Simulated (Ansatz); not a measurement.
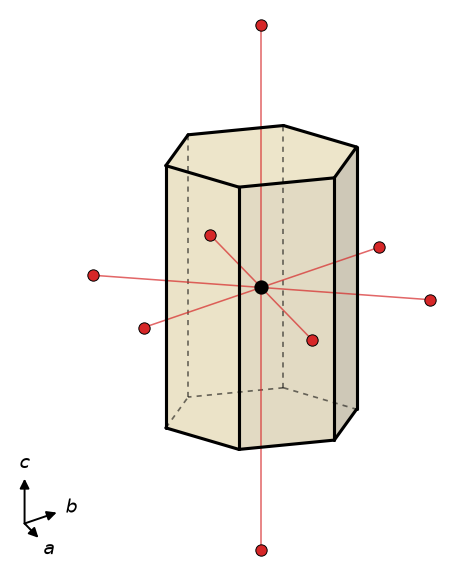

For AlN, a calculation's input that goes back to an entry of the Crystallography Open Database (an earlier step may have relaxed or displaced it): the Wigner–Seitz cell of the crystal's lattice, with lines to the lattice points that define its faces. The drawing is computed from the coordinates (standard cell, symmetry found to 0.002 Å).

a = 3.111 Å, b = 3.111 Å, c = 4.978 Å, α = 90.00°, β = 90.00°, γ = 120.00°; lattice centring P.

Describe the polyhedron.

A hexagonal prism: 8 faces (6 with 4 edges, 2 with 6 edges), 18 edges, 12 vertices. Its volume is that of the primitive cell, 41.7 Å³.

Which lattice vectors do the faces bisect?

```tsv
example	length (Å)	faces	edges of each	area (Å²)
a + b	3.11	6	4	8.9
c	4.98	2	6	8.4
```
